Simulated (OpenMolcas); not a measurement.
## Relativistic diatomic calculation for SH

SH. Computed at this level: SA-CASSCF(5,4)/XMS-CASPT2 + RASSI spin-orbit (X2C scalar, AMFI), ANO-RCC-VTZP (OpenMolcas).

Summary:

- outcome: converged; components of a degenerate state are split by 490 cm⁻¹
- lowest spin-free state: ²Π
- lowest spin-orbit level: Ω = 3/2, −399.34848 hartree
- next level: Ω = 1/2, 348 cm⁻¹
- hardware: 1 thread of Intel Xeon (Granite Rapids), 192 GiB of memory available, shared host
- wall time: 7.8 s
- peak memory: 0.17 GiB

Remarks:

Limits: the two components of ²Δ at 7.31 eV, degenerate in CASSCF as they must be, are split by 490 cm⁻¹ in XMS-CASPT2, an artefact that passes into its spin-orbit levels; 4 of the 18 spin-orbit states have no clean Ω, so their splittings aren't to be trusted.

Input:
```
&GATEWAY
Coord
2
angstrom
S 0.0 0.0 0.0
H 0.0 0.0 1.3580
Basis=ANO-RCC-VTZP
Group=XY
RX2C
AMFI
ANGMom
0.0 0.0 0.0
RICD
&SEWARD
&GUESSORB
&RASSCF
FileOrb=$CurrDir/o22.orb
Symmetry=2
Spin=2
nActEl=5 0 0
Inactive=4 2
RAS2=2 2
CIRoot=2 2 1
Linear
Iterations=120 100
OrbListing=Nothing
PRWF=0.15
>>COPY $Project.RasOrb $CurrDir/o22.orb
>>COPY $Project.rasscf.h5 $CurrDir/r22.h5
&CASPT2
XMultistate=all
Imaginary=0.2
IPEA=0.25
MaxIter=40
>>COPY $Project.JobMix JOB001
&RASSCF
CIOnly
FileOrb=$CurrDir/ref.orb
Symmetry=1
Spin=4
nActEl=5 0 0
Inactive=4 2
RAS2=2 2
CIRoot=1 1 1
Linear
Iterations=120 100
OrbListing=Nothing
PRWF=0.15
>>COPY $Project.RasOrb $CurrDir/o41.orb
>>COPY $Project.rasscf.h5 $CurrDir/r41.h5
&CASPT2
XMultistate=all
Imaginary=0.2
IPEA=0.25
MaxIter=40
>>COPY $Project.JobMix JOB002
&RASSCF
CIOnly
FileOrb=$CurrDir/ref.orb
Symmetry=1
Spin=2
nActEl=5 0 0
Inactive=4 2
RAS2=2 2
CIRoot=5 5 1
Linear
Iterations=120 100
OrbListing=Nothing
PRWF=0.15
>>COPY $Project.RasOrb $CurrDir/o21.orb
>>COPY $Project.rasscf.h5 $CurrDir/r21.h5
&CASPT2
XMultistate=all
Imaginary=0.2
IPEA=0.25
MaxIter=40
>>COPY $Project.JobMix JOB003
&RASSI
Nr of JobIphs=3 2 1 5
1 2
1
1 2 3 4 5
SpinOrbit
EJob
Omega
MEES
MESO
Properties=4
'AngMom' 3 'Mltpl  1' 1 'Mltpl  1' 2 'Mltpl  1' 3
Thrs=1.0d-4
>>COPY $Project.rassi.h5 $CurrDir/so.h5
```

The first orbital files come from an earlier step.

Launched with:
```bash
pymolcas m.inp (one call a module block, same work directory)
```

The program's output (extracts):
```
++    Wave function specifications:
      Number of closed shell electrons          12
      Number of electrons in active shells       5
      Number of inactive orbitals                6
      Number of active orbitals                  4
      Number of secondary orbitals              38
      Spin quantum number                      0.5
      State symmetry                             2
++    Orbital specifications:
      Symmetry species                           1   2
                                                 a   b
      Frozen orbitals                            0   0
      Inactive orbitals                          4   2
      Active orbitals                            2   2
      RAS2 orbitals                              2   2
      Secondary orbitals                        20  18
      Number of basis functions                 26  22
      printout of CI-coefficients larger than  0.15 for root  1
      energy=    -399.199242
      conf/sym  11 22     Coeff  Weight
             8  02 u2  -0.98643 0.97304
      printout of CI-coefficients larger than  0.15 for root  2
      energy=    -399.199242
      conf/sym  11 22     Coeff  Weight
             7  02 2u   0.98643 0.97304
      Natural orbitals and occupation numbers for root  1
      sym 1:   0.025564   1.974876
      sym 2:   1.000000   1.999561
      Natural orbitals and occupation numbers for root  2
      sym 1:   0.025564   1.974876
      sym 2:   1.999561   1.000000
      RASSCF energy for state  2                   -399.19924218
::    RASSCF root number  1 Total energy:   -399.19924218
::    RASSCF root number  2 Total energy:   -399.19924218
      Von Neumann Entropy (Root   1) =  0.59872
++    Wave function specifications:
      Number of closed shell electrons           2
      Number of electrons in active shells       5
      Number of inactive orbitals                1
      Number of active orbitals                  4
      Number of secondary orbitals              38
      Spin quantum number                      0.5
      State symmetry                             2
      Number of CSFs                            10
      Number of CASSCF root(s) available         2
      CASPT2 state passed to geometry opt.       2
      A file JOBMIX will be created
      This is a MULTI-STATE CASSCF reference
      Number of CI roots used                    2
      These are:                                 1   2
      Off-diagonal elements of Heff are computed
  FINAL CASPT2 RESULT:
      Reference energy:        -399.1992421996
      E2 (Non-variational):      -0.1471649344
      Shift correction:          -0.0012694712
      E2 (Variational):          -0.1484344056
      Total energy:            -399.3476766052
      Reference weight:           0.93962
  FINAL CASPT2 RESULT:
      Reference energy:        -399.1992421994
      E2 (Non-variational):      -0.1471649334
      Shift correction:          -0.0012694712
      E2 (Variational):          -0.1484344046
      Total energy:            -399.3476766040
      Reference weight:           0.93962
       Total XMS-CASPT2 energies:
::    XMS-CASPT2 Root  1     Total energy:   -399.34767661
::    XMS-CASPT2 Root  2     Total energy:   -399.34767660
++    Wave function specifications:
      Number of closed shell electrons          12
      Number of electrons in active shells       5
      Number of inactive orbitals                6
      Number of active orbitals                  4
      Number of secondary orbitals              38
      Spin quantum number                      1.5
      State symmetry                             1
      printout of CI-coefficients larger than  0.15 for root  1
      energy=    -398.789090
      conf/sym  11 22     Coeff  Weight
             1  2u uu   0.18618 0.03466
             2  u2 uu  -0.98252 0.96534
      Natural orbitals and occupation numbers for root  1
      sym 1:   1.000000   2.000000
      sym 2:   1.000000   1.000000
      RASSCF energy for state  1                   -398.78909030
::    RASSCF root number  1 Total energy:   -398.78909030
      Von Neumann Entropy (Root   1) =  1.50000
++    Wave function specifications:
      Number of closed shell electrons           2
      Number of electrons in active shells       5
      Number of inactive orbitals                1
      Number of active orbitals                  4
      Number of secondary orbitals              38
      Spin quantum number                      1.5
      State symmetry                             1
      Number of CSFs                             2
      Number of CASSCF root(s) available         1
      CASPT2 state passed to geometry opt.       1
      A file JOBMIX will be created
      This is a CASSCF or RASSCF reference function
  FINAL CASPT2 RESULT:
      Reference energy:        -398.7890902455
      E2 (Non-variational):      -0.3151339608
      Shift correction:          -0.0240429747
      E2 (Variational):          -0.3391769355
      Total energy:            -399.1282671810
      Reference weight:           0.76109
++    Wave function specifications:
      Number of closed shell electrons          12
      Number of electrons in active shells       5
      Number of inactive orbitals                6
      Number of active orbitals                  4
      Number of secondary orbitals              38
      Spin quantum number                      0.5
      State symmetry                             1
      printout of CI-coefficients larger than  0.15 for root  1
      energy=    -398.967528
      conf/sym  11 22     Coeff  Weight
             9  u0 22   0.17240 0.02972
            10  0u 22   0.97935 0.95913
      printout of CI-coefficients larger than  0.15 for root  2
      energy=    -398.746457
      conf/sym  11 22     Coeff  Weight
             2  2u du   0.20643 0.04261
             6  u2 du  -0.84106 0.70739
             7  u2 ud   0.48559 0.23580
      printout of CI-coefficients larger than  0.15 for root  3
      energy=    -398.723255
      conf/sym  11 22     Coeff  Weight
             5  u2 20  -0.69216 0.47909
             8  u2 02   0.69216 0.47909
      printout of CI-coefficients larger than  0.15 for root  4
      energy=    -398.723255
      conf/sym  11 22     Coeff  Weight
             3  2u ud  -0.17679 0.03125
             6  u2 du   0.48943 0.23954
             7  u2 ud   0.84772 0.71863
      printout of CI-coefficients larger than  0.15 for root  5
      energy=    -398.670643
      conf/sym  11 22     Coeff  Weight
             5  u2 20   0.68751 0.47267
             8  u2 02   0.68751 0.47267
      Natural orbitals and occupation numbers for root  1
      sym 1:   0.014882   1.007423
      sym 2:   1.988848   1.988848
      Natural orbitals and occupation numbers for root  2
      sym 1:   1.000000   2.000000
      sym 2:   1.000000   1.000000
      Natural orbitals and occupation numbers for root  3
      sym 1:   1.000000   2.000000
      sym 2:   1.000000   1.000000
      Natural orbitals and occupation numbers for root  4
      sym 1:   1.000000   2.000000
      sym 2:   1.000000   1.000000
      Natural orbitals and occupation numbers for root  5
      sym 1:   0.985829   1.984825
      sym 2:   1.014673   1.014673
      RASSCF energy for state  5                   -398.67064275
::    RASSCF root number  1 Total energy:   -398.96752785
::    RASSCF root number  2 Total energy:   -398.74645736
::    RASSCF root number  3 Total energy:   -398.72325482
::    RASSCF root number  4 Total energy:   -398.72325482
::    RASSCF root number  5 Total energy:   -398.67064275
      Von Neumann Entropy (Root   1) =  0.56699
++    Wave function specifications:
      Number of closed shell electrons           2
      Number of electrons in active shells       5
      Number of inactive orbitals                1
      Number of active orbitals                  4
      Number of secondary orbitals              38
      Spin quantum number                      0.5
      State symmetry                             1
      Number of CSFs                            10
      Number of CASSCF root(s) available         5
      CASPT2 state passed to geometry opt.       5
      A file JOBMIX will be created
      This is a MULTI-STATE CASSCF reference
      Number of CI roots used                    5
      These are:                                 1   2   3   4   5
      Off-diagonal elements of Heff are computed
  FINAL CASPT2 RESULT:
      Reference energy:        -398.9675277861
      E2 (Non-variational):      -0.2343065387
      Shift correction:          -0.0146229057
      E2 (Variational):          -0.2489294444
      Total energy:            -399.2164572305
      Reference weight:           0.82468
  FINAL CASPT2 RESULT:
      Reference energy:        -398.7464572958
      E2 (Non-variational):      -0.3192185943
      Shift correction:          -0.0307954679
      E2 (Variational):          -0.3500140622
      Total energy:            -399.0964713580
      Reference weight:           0.74787
  FINAL CASPT2 RESULT:
      Reference energy:        -398.7232547565
      E2 (Non-variational):      -0.3291535629
      Shift correction:          -0.0267457188
      E2 (Variational):          -0.3558992817
      Total energy:            -399.0791540382
      Reference weight:           0.75114
  FINAL CASPT2 RESULT:
      Reference energy:        -398.7232547565
      E2 (Non-variational):      -0.3303006185
      Shift correction:          -0.0278310878
      E2 (Variational):          -0.3581317063
      Total energy:            -399.0813864628
      Reference weight:           0.74880
  FINAL CASPT2 RESULT:
      Reference energy:        -398.6706426901
      E2 (Non-variational):      -0.3348569930
      Shift correction:          -0.0278892572
      E2 (Variational):          -0.3627462502
      Total energy:            -399.0333889403
      Reference weight:           0.74748
       Total XMS-CASPT2 energies:
::    XMS-CASPT2 Root  1     Total energy:   -399.21254698
::    XMS-CASPT2 Root  2     Total energy:   -399.09647136
::    XMS-CASPT2 Root  3     Total energy:   -399.08138646
::    XMS-CASPT2 Root  4     Total energy:   -399.07915404
::    XMS-CASPT2 Root  5     Total energy:   -399.03729919
  SPIN-FREE ENERGIES:
  (Shifted by EMIN (a.u.) =       -399.3476766052)
 SF State       Relative EMIN(au)   Rel lowest level(eV)    D:o, cm**(-1)      Abs_M
     1             0.0000000000        0.0000000000              0.0000         1.0
     2             0.0000000012        0.0000000326              0.0003         1.0
     4             0.1351296291        3.6770645316          29657.5255         0.0
     3             0.2194094242        5.9704345870          48154.8025         0.0
     5             0.2512052472        6.8356430086          55133.1790         0.0
     6             0.2662901424        7.2461239178          58443.9308         2.0
     7             0.2685225670        7.3068712861          58933.8914         2.0
     8             0.3103774104        8.4457995971          68119.9677         0.0
++ Dipole transition strengths (spin-free states):
     for osc. strength at least  1.00000000E-05
      From   To        Osc. strength     Einstein coefficients Ax, Ay, Az (sec-1)    Total A (sec-1)
         1    4       7.20628744E-04  4.21505256E+05  1.28369968E+03  0.00000000E+00  4.22788955E+05
         1    5       7.77831876E-03  4.78844507E+04  1.57229268E+07  0.00000000E+00  1.57708112E+07
         1    6       2.52690823E-03  2.17719545E+04  5.73541766E+06  0.00000000E+00  5.75718961E+06
         1    7       2.54809562E-03  5.88088509E+06  2.23242582E+04  0.00000000E+00  5.90320935E+06
         1    8       3.52223658E-03  1.08689847E+07  3.31016100E+04  0.00000000E+00  1.09020863E+07
         2    4       7.20628822E-04  1.28370046E+03  4.21505294E+05  0.00000000E+00  4.22788994E+05
         2    5       7.77831372E-03  1.57229166E+07  4.78842870E+04  0.00000000E+00  1.57708009E+07
         2    6       2.52691338E-03  5.73542927E+06  2.17720331E+04  0.00000000E+00  5.75720130E+06
         2    7       2.54809435E-03  2.23240799E+04  5.88088228E+06  0.00000000E+00  5.90320636E+06
         2    8       3.52223796E-03  3.31016803E+04  1.08689888E+07  0.00000000E+00  1.09020905E+07
         4    8       4.62513598E-03  0.00000000E+00  0.00000000E+00  4.56394545E+06  4.56394545E+06
 Electric-quadrupole - electric-quadrupole not included
 Electric-dipole - electric-octupole not included
 Electric-dipole - magnetic-quadrupole not included
   Eigenvalues of complex Hamiltonian:
  (Shifted by EMIN (a.u.) =       -399.3476766052)
 SO State       Relative EMIN(au)   Rel lowest level(eV)    D:o, cm**(-1)      Omega
     1            -0.0008026581        0.0000000000              0.0000         1.5
     2            -0.0008026581        0.0000000000              0.0000         1.5
     3             0.0007842759        0.0431826732            348.2917         0.5
     4             0.0007842759        0.0431826732            348.2917         0.5
     5             0.1351350478        3.6990534200          29834.8779         0.5
     6             0.1351350478        3.6990534200          29834.8779         0.5
     7             0.2193926455        5.9918194572          48327.2831         0.5
     8             0.2193926455        5.9918194572          48327.2831         0.5
     9             0.2194138939        5.9923976545          48331.9466         1.5
    10             0.2194138939        5.9923976545          48331.9466         1.5
    11             0.2511919569        6.8571228001          55306.4252         0.5
    12             0.2511919569        6.8571228001          55306.4252         0.5
    13             0.2662920961        7.2680185205          58620.5227         2.1
    14             0.2662920961        7.2680185205          58620.5227         2.1
    15             0.2685245079        7.3287655399          59110.4805         2.1
    16             0.2685245079        7.3287655399          59110.4805         2.1
    17             0.3104120799        8.4685844417          68303.7399         0.5
    18             0.3104120799        8.4685844417          68303.7399         0.5
 Weights of the five most important spin-orbit-free states for each spin-orbit state.
 SO State  Total energy (au)           Spin-free states, spin, and weights
    1        -0.000803       1 0.5  0.5000    2 0.5  0.5000    3 1.5  0.0000    6 0.5  0.0000    7 0.5  0.0000
    2        -0.000803       1 0.5  0.5000    2 0.5  0.5000    3 1.5  0.0000    6 0.5  0.0000    7 0.5  0.0000
    3         0.000784       2 0.5  0.5000    1 0.5  0.5000    4 0.5  0.0000    8 0.5  0.0000    3 1.5  0.0000
    4         0.000784       2 0.5  0.5000    1 0.5  0.5000    4 0.5  0.0000    8 0.5  0.0000    3 1.5  0.0000
    5         0.135135       4 0.5  1.0000    2 0.5  0.0000    1 0.5  0.0000    3 1.5  0.0000    5 0.5  0.0000
    6         0.135135       4 0.5  1.0000    2 0.5  0.0000    1 0.5  0.0000    3 1.5  0.0000    5 0.5  0.0000
    7         0.219393       3 1.5  0.9998    8 0.5  0.0002    2 0.5  0.0000    1 0.5  0.0000    4 0.5  0.0000
    8         0.219393       3 1.5  0.9998    8 0.5  0.0002    2 0.5  0.0000    1 0.5  0.0000    4 0.5  0.0000
    9         0.219414       3 1.5  1.0000    2 0.5  0.0000    1 0.5  0.0000    6 0.5  0.0000    7 0.5  0.0000
   10         0.219414       3 1.5  1.0000    2 0.5  0.0000    1 0.5  0.0000    6 0.5  0.0000    7 0.5  0.0000
   11         0.251192       5 0.5  0.9998    8 0.5  0.0002    2 0.5  0.0000    1 0.5  0.0000    4 0.5  0.0000
   12         0.251192       5 0.5  0.9998    8 0.5  0.0002    2 0.5  0.0000    1 0.5  0.0000    4 0.5  0.0000
   13         0.266292       6 0.5  1.0000    1 0.5  0.0000    2 0.5  0.0000    7 0.5  0.0000    3 1.5  0.0000
   14         0.266292       6 0.5  1.0000    1 0.5  0.0000    2 0.5  0.0000    7 0.5  0.0000    3 1.5  0.0000
   15         0.268525       7 0.5  1.0000    1 0.5  0.0000    2 0.5  0.0000    6 0.5  0.0000    3 1.5  0.0000
   16         0.268525       7 0.5  1.0000    1 0.5  0.0000    2 0.5  0.0000    6 0.5  0.0000    3 1.5  0.0000
   17         0.310412       8 0.5  0.9996    5 0.5  0.0002    3 1.5  0.0002    2 0.5  0.0000    1 0.5  0.0000
   18         0.310412       8 0.5  0.9996    5 0.5  0.0002    3 1.5  0.0002    2 0.5  0.0000    1 0.5  0.0000
++ Dipole transition strengths (SO states):
        for osc. strength at least   1.00000000E-05
      From   To        Osc. strength     Einstein coefficients Ax, Ay, Az (sec-1)    Total A (sec-1)
         1    5       7.22572735E-04  2.14507575E+05  2.14507276E+05  0.00000000E+00  4.29014850E+05
         1   11       7.95137900E-03  8.11157915E+06  8.11159603E+06  0.00000000E+00  1.62231752E+07
         1   13       2.53887944E-03  2.90973743E+06  2.90973586E+06  0.00000000E+00  5.81947329E+06
         1   15       2.55118249E-03  2.97291947E+06  2.97291384E+06  0.00000000E+00  5.94583331E+06
         1   17       3.35230415E-03  5.21608752E+06  5.21608134E+06  0.00000000E+00  1.04321689E+07
         2    6       7.22572735E-04  2.14507575E+05  2.14507276E+05  0.00000000E+00  4.29014850E+05
         2   12       7.95137900E-03  8.11157915E+06  8.11159603E+06  0.00000000E+00  1.62231752E+07
         2   14       2.53887944E-03  2.90973743E+06  2.90973586E+06  0.00000000E+00  5.81947329E+06
         2   16       2.55118249E-03  2.97291947E+06  2.97291384E+06  0.00000000E+00  5.94583331E+06
         2   18       3.35230415E-03  5.21608752E+06  5.21608134E+06  0.00000000E+00  1.04321689E+07
         3    5       7.18709080E-04  2.08407816E+05  2.08408151E+05  0.00000000E+00  4.16815967E+05
         3   11       7.60297616E-03  7.65878720E+06  7.65878034E+06  0.00000000E+00  1.53175675E+07
         3   13       2.51496960E-03  2.84819041E+06  2.84818047E+06  0.00000000E+00  5.69637088E+06
         3   15       2.54497973E-03  2.93084104E+06  2.93084404E+06  0.00000000E+00  5.86168507E+06
         3   17       3.69360313E-03  5.68866857E+06  5.68867878E+06  0.00000000E+00  1.13773474E+07
         4    6       7.18709080E-04  2.08407816E+05  2.08408151E+05  0.00000000E+00  4.16815967E+05
         4   12       7.60297616E-03  7.65878720E+06  7.65878034E+06  0.00000000E+00  1.53175675E+07
         4   14       2.51496960E-03  2.84819041E+06  2.84818047E+06  0.00000000E+00  5.69637088E+06
         4   16       2.54497973E-03  2.93084104E+06  2.93084404E+06  0.00000000E+00  5.86168507E+06
         4   18       3.69360313E-03  5.68866857E+06  5.68867878E+06  0.00000000E+00  1.13773474E+07
         5   17       4.62406592E-03  0.00000000E+00  0.00000000E+00  4.56441288E+06  4.56441288E+06
         6   18       4.62406592E-03  0.00000000E+00  0.00000000E+00  4.56441288E+06  4.56441288E+06
 Electric-quadrupole - electric-quadrupole not included
 Electric-dipole - electric-octupole not included
 Electric-dipole - magnetic-quadrupole not included
```

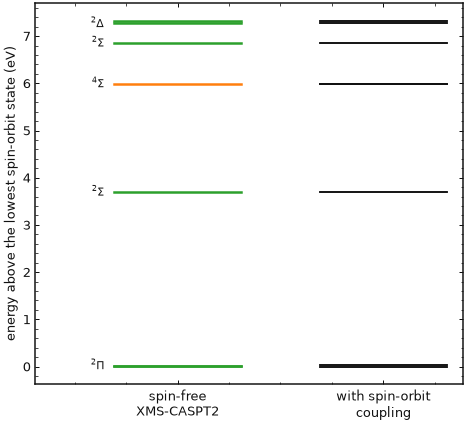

Figure 1. States up to 7.8 eV at 1.358 Å, without spin-orbit coupling (left, a colour for each spin multiplicity) and with it (right, where close levels merge). The spin-free states run ²Π (0.00 eV), ²Σ (3.68 eV), ⁴Σ (5.97 eV), ²Σ (6.84 eV), ²Δ (7.25 eV) from the lowest. The lowest spin-orbit levels have |Ω| = 3/2 (0 cm⁻¹), 1/2 (348 cm⁻¹), 1/2 (29,835 cm⁻¹), 1/2 (48,327 cm⁻¹), 3/2 (48,332 cm⁻¹).
